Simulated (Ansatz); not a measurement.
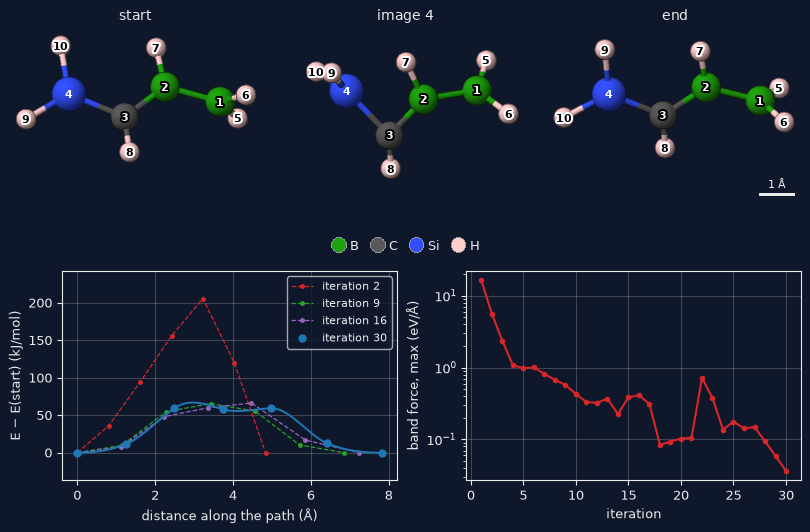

NEB run on CH₆B₂Si. Images are numbered from 0 (start) to 6 (end). The plot follows the band through its iterations. The picture is a ball-and-stick view, seen at a tilt.

Computed with RKS PBE0-D4/6-31G (Ansatz 0.2.0). Run with 5 movable images; climbing image; force threshold 0.05 eV/Å; iteration limit 60; starting path through a guess of the saddle point.

### Judge this run.

The run is converged, with reservations. The band converged in 30 iterations. The largest component of the band force went from 16 to 0.036 eV/Å. The climbing image converged on the top of the path. Its vibrational analysis gives one imaginary mode (386i cm⁻¹), as a transition state must have. The first iteration put the highest image at 597.2 kJ/mol. The barrier is about 59.3 kJ/mol in both directions, with image 4 at the top; the ends have the same energy.

The run took 5.8 min on 1 thread of Arm Neoverse V1, on a shared host, peak memory 0.12 GiB.
